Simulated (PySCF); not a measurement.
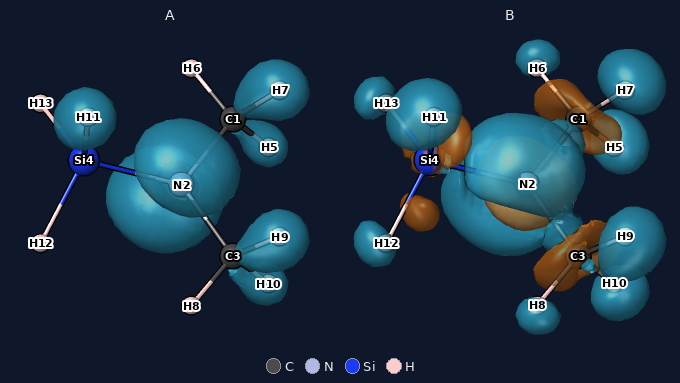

C$_{2}$H$_{9}$NSi, SMILES `CN(C)[SiH3]`. The Fukui function f⁻ from two separate SCF calculations and the density of the HOMO, at ±0.03 e/Å³ (light blue positive, orange negative).

PySCF calculation, ωB97X/def2-SVP, gas phase; geometry: GFN2-xTB. No frequency check shows the geometry to be a minimum.

The calculation's input:

```python
import numpy as np
from pyscf import gto, scf, dft
from pyscf.scf import atom_ks, atom_hf
from scipy.linalg import block_diag

def solve(mol, dm0=None, hcore=None):
    mf = (dft.UKS if mol.spin else dft.RKS)(mol, xc='wb97x')
    mf.grids.level = 3
    mf = mf.density_fit(auxbasis='def2-universal-jkfit')
    mf.conv_tol, mf.max_cycle = 1e-8, 80
    if hcore is not None:
        mf.get_hcore = lambda *args: hcore
    mf.kernel(dm0)
    if not mf.converged:
        mf = mf.newton().run(mf.mo_coeff, mf.mo_occ, max_cycle=30)
    assert mf.converged, 'SCF not converged'
    return mf

mol = gto.M(atom='''
C     -1.13991     1.19482    -0.03409
N     -0.36220    -0.00003     0.17160
C     -1.13985    -1.19487    -0.03394
Si     1.34713     0.00013    -0.01374
H     -2.01103     1.18928     0.62837
H     -0.53607     2.07035     0.18981
H     -1.50115     1.27643    -1.06749
H     -0.53595    -2.07033     0.19007
H     -1.50107    -1.27662    -1.06733
H     -2.01096    -1.18929     0.62852
H      1.84513    -0.00135    -1.40218
H      1.80268    -1.22066     0.64986
H      1.80261     1.22087     0.64971
''', basis='def2-svp', charge=0, spin=0, verbose=4)
mf = solve(mol)
out = dict(e0=mf.e_tot, dm0=mf.make_rdm1(), c=mf.mo_coeff, occ=mf.mo_occ, eps=mf.mo_energy)
for name, dq, spin in [('cation', 1, 1), ('anion', -1, 1)]:
    ion = mol.copy().set(charge=mol.charge + dq, spin=spin).build()
    mi = solve(ion)
    if spin and dq > 0 and mol.nao < 130:
        c, _, stable, _ = mi.stability(return_status=True)
        if not stable:
            mi = solve(ion, mi.make_rdm1(c, mi.mo_occ))
    print(name, 'vertical energy change / eV', (mi.e_tot - mf.e_tot) * 27.211386)
    out.update({'e_' + name: mi.e_tot, 'dm_' + name: mi.make_rdm1(), 's2_' + name: mi.spin_square()[0], 'eps_' + name: mi.mo_energy, 'occ_' + name: mi.mo_occ})
# spherically averaged free atoms, for the promolecule
atm = atom_ks.get_atm_nrks(mol, xc='wb97x')
pro = block_diag(*[(atm[a[0]][2] * atm[a[0]][3]) @ atm[a[0]][2].T for a in mol._atom])
np.savez('result.npz', pro=pro, **out)
```

Launched as:

```sh
OMP_NUM_THREADS=1 python input.py
```

The run took 84 s on 1 thread of Intel(R) Xeon(R) 6975P-C (Granite Rapids) (shared host), peak memory 0.67 GiB.

Partitions, critical points and surface values were worked out afterwards from this run's density.

Question: Which panel is which, and how good is the frozen-orbital picture?

Answer: B is f⁻ (it has negative regions), A the HOMO density. The HOMO lies on N2 (52 %), Si4 (10 %) and C1 and C3 (7 % each); f⁻ (Hirshfeld-condensed) is largest on N2 (0.26); the vertical ionisation energy is 8.39 eV. Relaxation shifts 30 % of the electron between atoms. The orbital energy is −8.58 eV.
